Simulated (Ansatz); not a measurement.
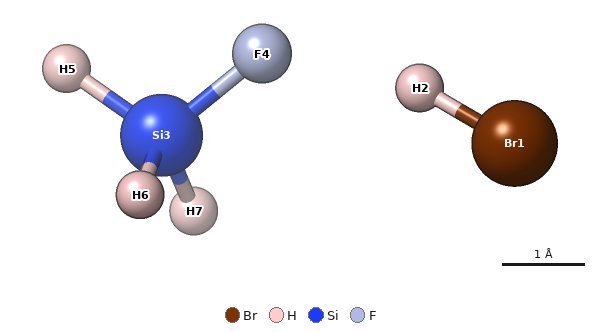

**Figure 1.** The input geometry of the first run (ball-and-stick view, seen at a tilt; atoms are numbered from 1 in the order of the input).

## What a change does: single-point calculation on SiH4BrF

System: SiH4BrF, SMILES Br.[SiH3]F.
Method of the first run: RKS PBE-D4/def2-TZVPPD (Ansatz 0.2.0).

The geometry comes from this level: PBE0-D4/def2-TZVP. Text and figures count atoms from 1; the logs count them from 0 in places.

## The input, the first run
```yaml
crystal:
  periodic: [false, false, false]
  atoms:
    - {symbol: Br, position_ang: [0.532185, -0.112786, -3.360176]}
    - {symbol: H, position_ang: [-0.244214, -0.267400, -2.175299]}
    - {symbol: Si, position_ang: [-0.030291, 0.088722, 1.149367]}
    - {symbol: F, position_ang: [-0.855501, -0.300602, -0.177914]}
    - {symbol: H, position_ang: [-0.950488, -0.041487, 2.301468]}
    - {symbol: H, position_ang: [0.440496, 1.483442, 0.996473]}
    - {symbol: H, position_ang: [1.107913, -0.849991, 1.266082]}
basis:
  gaussian: {orbitals: "def2-TZVPPD.json"}
hamiltonian: {xc: pbe, dispersion: d4}
```

Command:
```bash
ansatz run in.yaml --threads 4 --pin off --events-out ev --progress --plain --max-ram 9574MiB
```

Hardware: 4 threads of Intel Xeon @ 2.90GHz, 31 GiB of memory available, shared host.

## Output (the first run)
```
Functional definition: PBE
  parameter kappa = 0.804
  parameter beta = 0.06672455060314922
  exchange = pbe_x(kappa = kappa, mu = beta*pi^2/3)
  correlation = pbe_c(beta = beta)
1158 factors; their error is unknown
mean field evaluation 1: about -80689.6137 eV, gradient 3.5e1 eV
mean field evaluation 2: about -80685.0804 eV, gradient 6.8e1 eV
mean field evaluation 4: about -80691.5685 eV, gradient 1.5e0 eV
mean field evaluation 8: about -80691.5738 eV, gradient 3.2e-2 eV
mean field evaluation 16: about -80691.5557 eV, gradient 3.1e-5 eV
mean field -80691.55565725 eV, -2965.3599757030 hartree, gradient 3.1e-5 eV, S^2 0.000000; 0 other end points of the search recorded, 0 dependent functions left out
reference -80691.55571739 eV, -2965.3599779134 hartree; 31, 31 occupied and 182, 182 virtual orbitals, 1158 factors
Total energy: -80691.64145478 eV, -2965.3631287042 hartree
```

For the second run the input was changed thus:
```diff
-    - {symbol: Si, position_ang: [-0.030291, 0.088722, 1.149367]}
-    - {symbol: F, position_ang: [-0.855501, -0.300602, -0.177914]}
-    - {symbol: H, position_ang: [-0.950488, -0.041487, 2.301468]}
-    - {symbol: H, position_ang: [0.440496, 1.483442, 0.996473]}
-    - {symbol: H, position_ang: [1.107913, -0.849991, 1.266082]}
+    - {symbol: Si, position_ang: [-0.120383, 0.207667, 2.881323]}
+    - {symbol: F, position_ang: [-0.945593, -0.181657, 1.554041]}
+    - {symbol: H, position_ang: [-1.040580, 0.077458, 4.033424]}
+    - {symbol: H, position_ang: [0.350404, 1.602387, 2.728428]}
+    - {symbol: H, position_ang: [1.017821, -0.731046, 2.998037]}
```

What does this change do to the results?

With the same method and basis, the second run lies 2.1 kcal/mol higher.

## Output (the second run)
```
Functional definition: PBE
  parameter kappa = 0.804
  parameter beta = 0.06672455060314922
  exchange = pbe_x(kappa = kappa, mu = beta*pi^2/3)
  correlation = pbe_c(beta = beta)
1158 factors; their error is unknown
mean field evaluation 1: about -80689.4401 eV, gradient 3.6e1 eV
mean field evaluation 2: about -80684.3050 eV, gradient 7.2e1 eV
mean field evaluation 4: about -80691.5057 eV, gradient 1.4e0 eV
mean field evaluation 8: about -80691.5103 eV, gradient 4.5e-2 eV
mean field -80691.49194255 eV, -2965.3576342312 hartree, gradient 7.4e-5 eV, S^2 0.000000; 0 other end points of the search recorded, 0 dependent functions left out
reference -80691.49201011 eV, -2965.3576367138 hartree; 31, 31 occupied and 182, 182 virtual orbitals, 1158 factors
Total energy: -80691.55054896 eV, -2965.3597879767 hartree
```

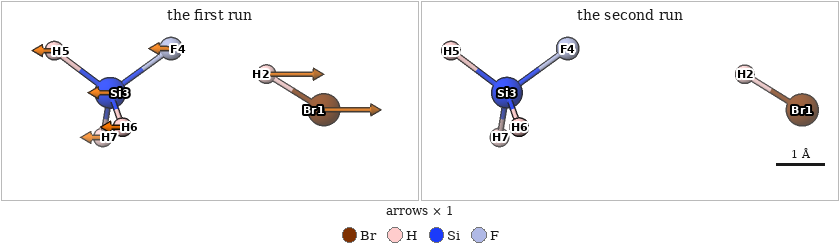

**Figure 2.** The two input geometries at one scale (ball-and-stick view, seen at a tilt). The orange arrows on the first give the shifts of the atoms after the best rigid fit, at true length. The largest moves after the best rigid fit, 1.24 Å, are those of Br1 and H2. Largest moves by element: H 1.24 Å, Br 1.24 Å, Si 0.50 Å, F 0.50 Å.

## The two runs side by side

| quantity | the first run | the second run |
| --- | --- | --- |
| outcome | converged | converged |
| total energy (hartree) | −2965.363129 | −2965.359788 |
| basis functions | 213 | 213 |
| wall time (shared host) | 1.6 s | 1.2 s |
